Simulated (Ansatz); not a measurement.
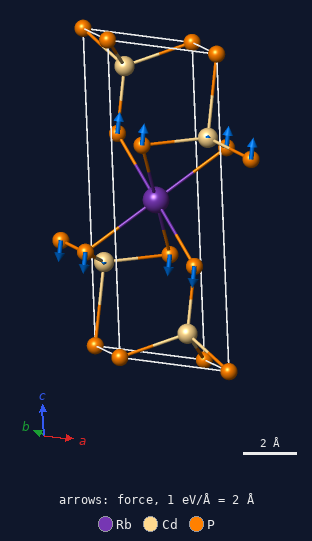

Starting geometry of crystalline RbCd4P3 (a generated structure, set up in R-3m) with the computed forces as blue arrows. Style: ball-and-stick. Shown: the cell of the calculation, slightly off an axis.

These are results of DFT, PAW plane waves, r2SCAN in Ansatz 0.2.0, not measurements.

Input
```yaml
crystal:
  lattice:
    - [4.414807, 0.0, 0.0]
    - [-2.207403, 3.82334, 0.0]
    - [-2.207403, 1.274447, 11.960025]
  atoms:
    - { symbol: Rb, position: [0.5, 0.5, 0.5] }
    - { symbol: Cd, position: [0.09027, 0.90973, 0.27081] }
    - { symbol: Cd, position: [0.90973, 0.09027, 0.72919] }
    - { symbol: Cd, position: [0.30177, 0.69823, 0.90531] }
    - { symbol: Cd, position: [0.69823, 0.30177, 0.09469] }
    - { symbol: P, position: [0.22904, 0.77096, 0.68712] }
    - { symbol: P, position: [0.77096, 0.22904, 0.31288] }
    - { symbol: P, position: [0.0, 0.0, 0.0] }
  symmetry: { tolerance: 0.0003 }
kpoints:
  mp_grid: { grid: [5, 5, 5], shift: [0, 0, 0] }
magnetization:
  spin_polarized: false
scf:
  occupations: { method: fermi_dirac }
hamiltonian:
  pseudopotentials: { kind: paw }
  xc: r2scan
basis:
  ecutwfc: 500
output:
  forces: true
  stress: true
  eigenvalues: true
relax:
  max_steps: 40
  cell: {}
```

Run as
```bash
ansatz run input.yaml --threads 1 --pin off --max-ram 2560MiB --backend cpu --events-out ev --progress --plain --runs-dir out
```

What follows when this structure is relaxed?

Answer. It isn't relaxed: the largest force vector, on P atoms, is 0.42 eV/Å. The final displacements follow the starting forces only in part (cosine between the two patterns 0.84). The largest moves relative to the cell, 0.13 Å, are those of P6 and P7. P6 goes along [1 −1 3]. By element the largest moves are P 0.13 Å, Cd 0.09 Å. Rb stays in place. The drawn cell changes as follows: a = b 4.415 → 4.380 Å (−0.8 %), c 12.229 → 12.479 Å (+2.1 %), α 79.6° → 79.9°, β 100.4° → 100.1°; the volume changes by +0.6 %. Among the contacts that change: Rb1–P6 3.392 → 3.497 Å, Cd4–P6 2.610 → 2.581 Å, Cd4–P8 2.789 → 2.763 Å, Cd2–P7 2.598 → 2.573 Å. Bond angles that change, for instance: P6–Rb1–P7 98.8° → 102.5°, P6–Rb1–P6 81.2° → 77.5°. The space group stays R-3m (No. 166). Over 4 accepted moves (6 points after the start) the energy falls by 8.3 meV per atom. Largest force component: 0.42 eV/Å at the start, 0.0077 eV/Å at the end. Pressure: −0.68 GPa at the start and −0.02 GPa at the end. The line search rejected the trial step at point 4 of the run. At 1 point the geometry stayed and the basis and grid were re-selected for the new cell (energy shift of 0.1 meV per atom at most each time). The run took roughly 3 core-minutes on a shared host.
